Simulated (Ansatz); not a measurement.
**Quasi-harmonic thermodynamics of Ag (Silver, Fm-3m)**

How much does Ag (Silver) expand with temperature?

Main program and level: Ansatz 0.2.0; DFT PBEsol, scalar-relativistic, plane waves, PAW; PAW set soft_1.

### 1. Starting point

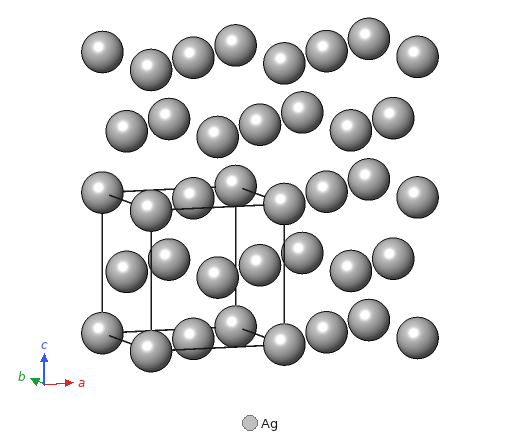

Start, viewed slightly off an axis; silver light grey. 2×1×2 cells are drawn. This picture shows the conventional cell, with its axes. Some periodic images of atoms are drawn too.

### 2. Probe on a coarse mesh

A cheap single point shows whether the cell is a metal or an insulator and how far it is from rest; that sets the k-mesh and the occupations of what follows.

input.yaml

```yaml
crystal:
  lattice:
    - [0.0, 2.04275, 2.04275]
    - [2.04275, 0.0, 2.04275]
    - [2.04275, 2.04275, 0.0]
  atoms:
    - { symbol: Ag, position: [0.0, 0.0, 0.0] }
kpoints:
  mp_grid: { grid: [8, 8, 8] }
hamiltonian:
  xc: pbesol
  pseudopotentials: { kind: paw, azcp: { folder: soft_1 }, xc_functional: pbe }
scf:
  occupations: { method: gaussian, width: 0.1 }
  lower_state_search: "off"
output:
  forces: true
  stress: true
  eigenvalues: true
```

Launch:

```console
> ansatz run input.yaml --threads 8 --pin off --max-ram 16384MiB --backend cpu --events-out ev --progress --plain --runs-dir out
```

Numbers of over 12 decimals in the logs are rounded to 6 here.

Log:

```text
Engine: ansatz 0.2.0, aarch64-unknown-linux-gnu
Pseudopotentials: kind: paw
Pseudopotential: Ag, paw, valence charge 19, recommended cutoff 420 eV (normal), soft_1/Ag.paw.azcp
Functional definition: PBEsol
  exchange = pbesol_x
  correlation = pbesol_c
Crystal: 1 atoms, lattice volume = 17.048 Å³
Basis set: ecut = 420 eV, 331 PW (Γ), exchange–correlation on 40×40×40 points (8 copies of the dense FFT grid, shifted against one another)
Bands: 14, of which v1, the nominal top of the filled ones, is band 10 counted from 1 (9 counted from 0)
Symmetry: 48 space group operations
Space group: Fm-3m (ITA 225), of the structure as read, at distance tolerance 2.6e-5 Å
k-points: 29 of 512
Non-local potential: Ag, projectors of the file, l = 0: 3, l = 1: 2, l = 2: 2, l = 3: 1
PAW form: soft (Blöchl's): semilocal exchange-correlation on the pseudo side does not see the compensation charge
PAW frozen core: Ag, regenerated for the run's functional, and the local potential with it (the file was generated under x = pbe(κ = 0.804, μ = 0.219515), c = pbe(β = 0.066725))
PAW one-centre angular grid: Ag, 590 points (default); XC on 64 Gauss nodes
Initial density: superposition of atomic densities (chi_scale 0.1, normalization cell)
Initial wavefunctions: pseudopotential atomic-orbital guess
Functional: x = pbesol(κ = 0.804, μ = 0.123457), c = pbesol(β = 0.046)
SCF iter   1: F=—  HF=-7522.601557 eV  |F-HF|=—  |Δ(HF+E_count)|=         —  Δρ=8.07e-2  dr2=1.18e0  ethr=3.10e-3  ⟨swp⟩=4.6  Hψ=1999  notcnv=0
preconditioner: auto → none  [insulator: Δε(μ)=0.287 eV  Ē_g=15.547 eV  σ=0.100 eV  W_gap=0.85  n_scr=8 (ndim 8)  ℏωp=29.8 eV  f_vac=0.000  D(μ)=0.61/eV (n_scr^D=0)  ε∞_Penn≈4.7]
SCF iter   2: F=—  HF=-7522.341648 eV  |F-HF|=—  |Δ(HF+E_count)|=   2.60e-1  Δρ=4.16e-2  dr2=1.82e-1  ethr=3.10e-3  ⟨swp⟩=2.4  Hψ=960  notcnv=0  defer=10
SCF iter   3: F=—  HF=-7522.274703 eV  |F-HF|=—  |Δ(HF+E_count)|=   6.69e-2  Δρ=8.08e-3  dr2=6.49e-3  ethr=9.56e-4  ⟨swp⟩=2.4  Hψ=803  notcnv=0  defer=10
SCF iter   4: F=—  HF=-7522.271669 eV  |F-HF|=—  |Δ(HF+E_count)|=   3.03e-3  Δρ=7.21e-4  dr2=6.80e-5  ethr=3.42e-5  ⟨swp⟩=1.7  Hψ=597  notcnv=0  defer=10
SCF iter   5: F=—  HF=-7522.271652 eV  |F-HF|=—  |Δ(HF+E_count)|=   1.67e-5  Δρ=8.13e-5  dr2=3.41e-7  ethr=3.58e-7  ⟨swp⟩=2.0  Hψ=595  notcnv=0  defer=10
SCF iter   6: F=-7522.271652 eV  HF=-7522.271652 eV  |F-HF|=1.15e-10  |Δ(HF+E_count)|=   2.26e-7  Δρ=4.18e-6  dr2=1.29e-9  ethr=5.26e-10  ⟨swp⟩=6.1  Hψ=1730  notcnv=0
SCF 1 converged in 6 iterations: F = -7522.271652 eV  dr2 = 1.29e-9
  greatest PAW one-centre occupation: 1.001 electrons in one spin orbital (limit 2), on the Ag atom at site 0 (counted from 0), in its partial waves of l = 0
SCF converged after 6 iterations
Free energy (F): -7522.271652 eV
Harris-Foulkes:  -7522.271652 eV  (|F-HF|=1.15e-10)
Internal energy: -7522.268619 eV  (E = F + TS)
E sigma→0 (E₀):  -7522.270136 eV
Entropy (-TS):   -0.003034 eV (-3.034 meV/atom)
Fermi energy:    16.853767 eV
--- Per-component energies (eV) ---
  E_band       = -238.687392
  E_kinetic    = 467.418406
  E_local      = -2083.866689  (includes V_loc(G=0)·N_el)
  E_nonlocal   = 34.560030
  E_hartree    = 1021.805812
  E_xc         = -157.983823
  E_vxc        = -200.787929  (∫ρ·V_xc dr)
  E_paw        = -3887.702523  (= ΣΔE_a)
  E_vpaw       = -499.621830  (= ΣTr[D̂ρ^β])
  E_aug_tail   = 0.000365  (compensation charges beyond the density's cutoff)
  E_ewald      = -2916.822938
  E_core_change = 0.322740  (= ΣΔE_core)
  E_smearing   = -0.003034  (= −TS)
  E_closure    = 0.000000  (closes the sum)
  Σ components = -7522.271652   (vs F -7522.271652, Δ=0.00e0)
--- Forces (eV/Å), atoms counted from 1 ---
  atom   1  Ag    -0.00000000     0.00000000    -0.00000000
  max |Σ_I F_I| component: 1.23e-32 eV/Å
--- Stress (GPa, compression-positive) ---
       -1.972226       0.000000       0.000000
        0.000000      -1.972226       0.000000
       -0.000000       0.000000      -1.972226
  P = ⅓ Tr σ = -1.9722 GPa (-19.722 kbar)
--- Band table (eV; the first three rows and the last of 29) ---
  k-point 0: bands = [... 6 lower, 12.3094, 12.3094, 13.3627, 13.3627, 32.8928, 36.4516, 36.4516, 36.4516]
  k-point 1: bands = [... 6 lower, 12.4291, 12.4291, 13.3277, 13.3277, 32.4710, 34.0337, 36.6364, 36.6364]
  k-point 2: bands = [... 6 lower, 12.5133, 12.5133, 13.4873, 13.4873, 28.1394, 33.4960, 36.5587, 36.5587]
  k-point 28: bands = [... 6 lower, 12.0225, 13.3659, 14.3771, 22.9665, 22.9665, 23.9900, 25.2204, 39.5077]
```

The job ended after 0.87 s (8 threads of Arm Neoverse V1, shared host; peak memory 0.26 GiB; 1.4 s of CPU time).

The column dr2 measures how far the density is from self-consistency, as an energy; F and HF (Harris–Foulkes) agree once it is small.

Numbers from this step:

```yaml
pressure: -1.972 GPa
volume_per_atom: 17.05 Å³/atom
gap_on_the_k_mesh: 0 eV
```

The start is under -2.0 GPa at this level and looks like a metal on this mesh.

### 3. Finding the static equilibrium

Phonons are second derivatives about a minimum, so cell and atoms are relaxed first, inside the symmetry of the start.

input.yaml, the sections that differ from step 2:

```yaml
kpoints:
  mp_grid: { grid: [18, 18, 18] }
output:
  forces: true
  stress: true
  eigenvalues: true
  write_density: true
  write_potential: true
  elf: true
  volumetric_format: npy
relax:
  adjacent_minimum: "off"
  f_tol: 0.005
  max_steps: 80
  cell: { stress_tol: 0.05 }
# crystal, hamiltonian, scf: as in step 2
```

Log:

```text
[...]
Crystal: 1 atoms, lattice volume = 17.048 Å³
Basis set: ecut = 420 eV, 331 PW (Γ), exchange–correlation on 40×40×40 points (8 copies of the dense FFT grid, shifted against one another)
Bands: 14, of which v1, the nominal top of the filled ones, is band 10 counted from 1 (9 counted from 0)
Symmetry: 48 space group operations
[...]
k-points: 195 of 5832
[...]
SCF iter   1: F=—  HF=-7522.638565 eV  |F-HF|=—  |Δ(HF+E_count)|=         —  Δρ=8.15e-2  dr2=1.20e0  ethr=3.10e-3  ⟨swp⟩=4.7  Hψ=13541  notcnv=0
[...]
SCF iter   7: F=-7522.304249 eV  HF=-7522.304249 eV  |F-HF|=1.25e-10  |Δ(HF+E_count)|=   2.16e-9  Δρ=1.06e-6  dr2=2.01e-10  ethr=7.15e-11  ⟨swp⟩=4.2  Hψ=12639  notcnv=0
SCF 1 converged in 7 iterations: F = -7522.304249 eV  dr2 = 2.01e-10
[...]
relax step   1: F+E_penalty+E_count = -7522.30424928 eV  Δ(F+E_penalty+E_count) = +0.000e0 eV  max|allowed force component| = 0.000e0 eV/Å  Δτ_max = 0.0000 Å  P = -2.542 GPa  Ω = 17.048 Å³  (7 SCF iters, dr2 threshold 1.00e-7 eV, accepted)
Crystal: 1 atoms, lattice volume = 16.341 Å³
[...]
iter 1 solved again at ethr=1.83e-5 eV; its pass at ethr=3.10e-3 eV (dr2=3.48e-3 eV) is discarded
[...]
SCF iter   5: F=-7522.305182 eV  HF=-7522.305182 eV  |F-HF|=6.15e-10  |Δ(HF+E_count)|=   1.38e-7  Δρ=3.85e-6  dr2=1.13e-9  ethr=5.26e-10  ⟨swp⟩=7.0  Hψ=15718  notcnv=0
SCF 2 converged in 5 iterations: F = -7522.305182 eV  dr2 = 1.13e-9
relax step   2: F+E_penalty+E_count = -7522.30518165 eV  Δ(F+E_penalty+E_count) = -9.324e-4 eV  max|allowed force component| = 0.000e0 eV/Å  Δτ_max = 0.0000 Å  P = +2.491 GPa  Ω = 16.341 Å³  energy of the carried Pulay correction = +2.933e-4 eV  (5 SCF iters, dr2 threshold 1.00e-7 eV, accepted)
Crystal: 1 atoms, lattice volume = 16.684 Å³
[...]
SCF iter   5: F=-7522.307501 eV  HF=-7522.307501 eV  |F-HF|=6.18e-11  |Δ(HF+E_count)|=   3.44e-8  Δρ=1.65e-6  dr2=9.26e-11  ethr=4.13e-10  ⟨swp⟩=4.1  Hψ=13451  notcnv=0
SCF 3 converged in 5 iterations: F = -7522.307501 eV  dr2 = 9.26e-11
relax step   3: F+E_penalty+E_count = -7522.30750058 eV  Δ(F+E_penalty+E_count) = -2.319e-3 eV  max|allowed force component| = 0.000e0 eV/Å  Δτ_max = 0.0000 Å  P = -0.125 GPa  Ω = 16.684 Å³  energy of the carried Pulay correction = +1.497e-4 eV  (5 SCF iters, dr2 threshold 1.00e-7 eV, accepted)
[...]
relax step   4: F+E_penalty+E_count = -7522.30751459 eV  Δ(F+E_penalty+E_count) = -1.401e-5 eV  max|allowed force component| = 0.000e0 eV/Å  Δτ_max = 0.0000 Å  P = -0.002 GPa  Ω = 16.666 Å³  energy of the carried Pulay correction = +1.568e-4 eV  (3 SCF iters, dr2 threshold 3.93e-8 eV, accepted)
[...]
SCF iter   1: F=—  HF=-7522.307348 eV  |F-HF|=—  |Δ(HF+E_count)|=         —  Δρ=5.75e-5  dr2=1.17e-7  ethr=5.01e-7  ⟨swp⟩=2.2  Hψ=19700  notcnv=0
eigensolver tolerance schedule: the retry pair's looser diagonalisation over-reported the residual by 812.97 of it (diagonalisation noise at 0.15 of the residual, at the tolerance the schedule requests for it); recorded, not acted on — ethr = c·dr2/N_el stays at c = 1.0e-1
[...]
SCF iter   2: F=—  HF=-7522.307344 eV  |F-HF|=—  |Δ(HF+E_count)|=   3.79e-6  Δρ=2.49e-5  dr2=3.77e-8  ethr=6.16e-10  ⟨swp⟩=2.0  Hψ=4592  notcnv=0
[...]
SCF iter   5: F=-7522.307344 eV  HF=-7522.307344 eV  |F-HF|=2.73e-12  |Δ(HF+E_count)|=  9.19e-11  Δρ=1.92e-7  dr2=1.93e-12  ethr=1.00e-12  ⟨swp⟩=5.0  Hψ=9830  notcnv=0
SCF 5 converged in 5 iterations: F = -7522.307344 eV  dr2 = 1.93e-12
relax step   5: F+E_penalty+E_count = -7522.30734428 eV  Δ(F+E_penalty+E_count) = +1.703e-4 eV  max|allowed force component| = 0.000e0 eV/Å  Δτ_max = 0.0000 Å  P = +0.007 GPa  Ω = 16.666 Å³  stress off target by 6.82e-3 GPa  SCF on the basis re-selected at this cell (its energy is not comparable with the rows above)  (5 SCF iters)
basis re-selected at this cell: Δ(F+E_penalty+E_count) = +1.703e-4 eV, ΔP = +0.009 GPa vs the last step (what re-selecting the basis moved, of the pressure what is left beyond the Pulay correction that the steps carried, after the strain that the cell walked since its last selection, with what the two solves' SCF thresholds leave and, on support functions, any second-order correction that the steps lacked; it is no measure of the basis error at this ecutwfc). This SCF's stress stands 6.82e-3 GPa from its target on what of the cell is left free (relax.cell.stress_tol is 5.00e-2 GPa) and its largest allowed force component is 0.00e0 eV/Å (relax.f_tol is 5.00e-3 eV/Å): [rest of the remark cut]
SCF converged after 5 iterations
Free energy (F): -7522.307344 eV
[...]
Internal energy: -7522.306374 eV  (E = F + TS)
E sigma→0 (E₀):  -7522.306859 eV
Entropy (-TS):   -0.000971 eV (-0.971 meV/atom)
Fermi energy:    17.526722 eV
[...]
--- Stress (GPa, compression-positive) ---
        0.006818      -0.000000      -0.000000
       -0.000000       0.006818      -0.000000
       -0.000000      -0.000000       0.006818
  P = ⅓ Tr σ = 0.0068 GPa (0.068 kbar)
--- Band table (eV; the first three rows and the last of 195) ---
  k-point 0: bands = [... 6 lower, 12.7377, 12.7377, 13.8333, 13.8333, 33.4518, 37.1386, 37.1386, 37.1386]
  k-point 1: bands = [... 6 lower, 12.7661, 12.7661, 13.8221, 13.8221, 33.4849, 36.3309, 37.1907, 37.1907]
  k-point 2: bands = [... 6 lower, 12.8400, 12.8400, 13.7999, 13.7999, 33.3232, 34.9066, 37.3237, 37.3237]
  k-point 194: bands = [... 6 lower, 12.7227, 13.8673, 14.8884, 22.8797, 24.2711, 24.6520, 25.9276, 39.3500]
--- Relaxed structure (4 steps of the walk, 4 accepted, 1 SCFs on fresh bases) ---
  F+E_penalty+E_count = -7522.30734428 eV   max|allowed force component| = 0.000e0 eV/Å   (the final SCF, on the basis selected at the relaxed cell)
  cell:  # Å, volume = 16.6664 Å³
    - [0, 2.027390, 2.027390]
    - [2.027390, 0, 2.027390]
    - [2.027390, 2.027390, 0]
  atoms:
    - { symbol: Ag, position: [0.0, 0.0, 0.0] }
```

Wall time 2.7 s (8 threads); peak memory 0.34 GiB; 16 s of CPU time.

The steps of the relaxation:

```
step  energy less that of the first step (eV)  largest force component (eV/Å)  pressure (GPa)  volume (Å³)
   1                                   0.0000                          0.0000           -2.54        17.05
   2                                  -0.0009                          0.0000            2.49        16.34
   3                                  -0.0033                          0.0000           -0.13        16.68
   4                                  -0.0033                          0.0000            0.00        16.67
  5*                                  -0.0031                          0.0000            0.01        16.67
```

Relaxation steps marked * repeat the geometry before them on a plane-wave basis chosen anew for their cell, so energy and pressure can jump there.

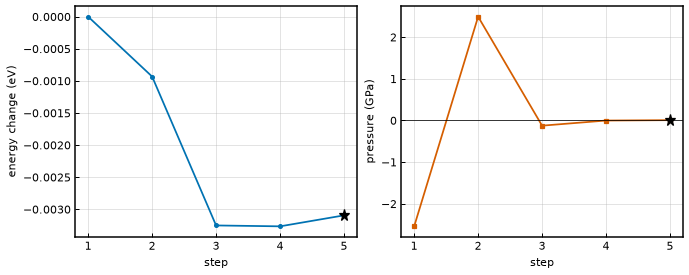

Energy and pressure along the relaxation. Stars mark steps on a basis chosen anew.

```
conventional cell, symmetrised  before  after  change
                         a (Å)   4.085  4.055  -0.8 %
                         b (Å)   4.085  4.055  -0.8 %
                         c (Å)   4.085  4.055  -0.8 %
              volume (Å³/atom)   17.05  16.67  -2.2 %
```

The relaxed structure:

```
Ag
1.0
     0.00000    2.02739    2.02739
     2.02739    0.00000    2.02739
     2.02739    2.02739    0.00000
Ag
1
Cartesian
  0.0000 0.0000 0.0000
```

This step gave:

* pressure: 0.006818 GPa
* volume per atom: 16.67 Å³/atom

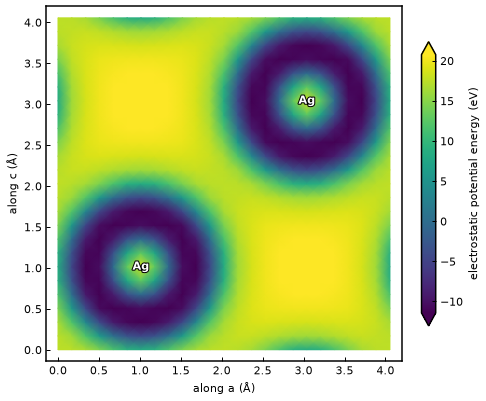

Electrostatic potential energy in the ac plane of the conventional cell at fractional y = 0.000, with atoms of Ag within 0.2 Å of it. With pseudopotentials it is smooth inside the atoms' cores, unlike the true potential. The map starts off the cell's origin, so that atoms lie inside it.

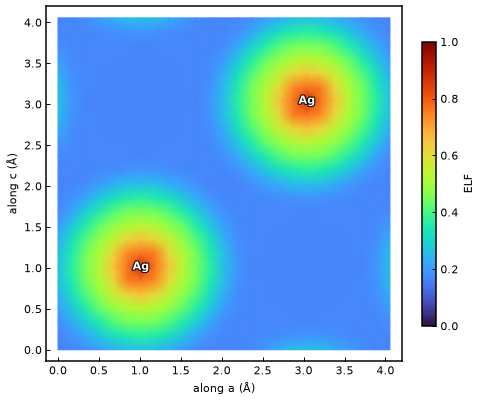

ELF in the ac plane of the conventional cell at fractional y = 0.000, with atoms of Ag within 0.2 Å of it. It is the smooth field of the valence electrons, not physical close to the nuclei. The map starts off the cell's origin, so that atoms lie inside it.

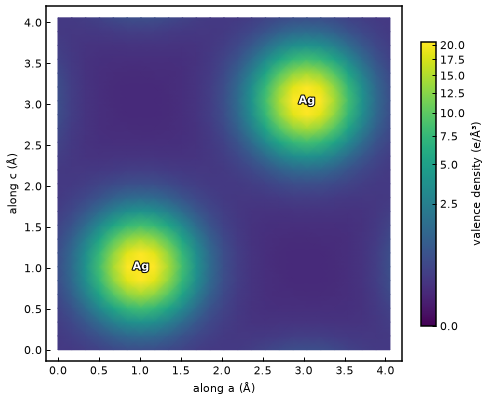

Valence density in the ac plane of the conventional cell at fractional y = 0.000, with atoms of Ag within 0.2 Å of it. It is the smooth field of the valence electrons, not physical close to the nuclei. The map starts off the cell's origin, so that atoms lie inside it. The colour scale is stretched toward low values.

The relaxation ends with a pressure of 0.01 GPa.

### 4. Tight relaxation

The thresholds are tightened for a last relaxation ahead of the phonons, and where mesh or smearing change with them the cell follows.

input.yaml

```yaml
crystal:
  lattice:
    - [0.0, 2.0273904491, 2.0273904491]
    - [2.0273904491, 0.0, 2.0273904491]
    - [2.0273904491, 2.0273904491, 0.0]
  atoms:
    - { symbol: Ag, position: [0.0, 0.0, 0.0] }
kpoints:
  mp_grid: { grid: [20, 20, 20] }
hamiltonian:
  xc: pbesol
  pseudopotentials: { kind: paw, azcp: { folder: soft_1 }, xc_functional: pbe }
scf:
  occupations: { method: methfessel_paxton, width: 0.2 }
  lower_state_search: "off"
output:
  forces: true
  stress: true
  eigenvalues: true
relax:
  adjacent_minimum: "off"
  f_tol: 0.001
  max_steps: 60
  cell: { stress_tol: 0.01 }
```

Log:

```text
[...]
Crystal: 1 atoms, lattice volume = 16.666 Å³
Basis set: ecut = 420 eV, 331 PW (Γ), exchange–correlation on 40×40×40 points (8 copies of the dense FFT grid, shifted against one another)
Bands: 14, of which v1, the nominal top of the filled ones, is band 10 counted from 1 (9 counted from 0)
Symmetry: 48 space group operations
[...]
k-points: 256 of 8000
[...]
k-point 255: bands = [... 6 lower, 12.4352, 13.8329, 14.8882, 23.5724, 23.5724, 24.6665, 25.8656, 40.2405]
--- Relaxed structure (1 steps of the walk, 1 accepted, 1 SCFs on fresh bases) ---
[...]
cell:  # Å, volume = 16.6664 Å³
    - [0.0, 2.0273904491, 2.0273904491]
    - [2.0273904491, 0.0, 2.0273904491]
    - [2.0273904491, 2.0273904491, 0.0]
  atoms:
    - { symbol: Ag, position: [0.0, 0.0, 0.0] }
[key lines of the parts left out:]
SCF converged after 8 iterations
Free energy (F): -7522.306630 eV
Fermi energy:    17.554694 eV
P = ⅓ Tr σ = -0.0015 GPa (-0.015 kbar)
```

It took 1.6 s on 8 threads; peak memory 0.35 GiB.

Little changed from the start: no atom moved by 0.005 Å and no cell edge by 0.1 %.

This step gave:

```yaml
pressure: -0.001476 GPa
```

The residual pressure is -0.0015 GPa, small enough for phonons.

[end of part 1 of 3]

[Logs are printed without paths, hosts, clocks, repeated set-up lines and the standing remarks that a program may print on its own settings, such as how far it seeks lower states.]

[Hosts, paths, dates, database ids (printed as entryN), source tags and the programs' standing remarks are cut or masked in the printed files.]

[A step with changed settings may run another functional than the one named; its input shows which.]
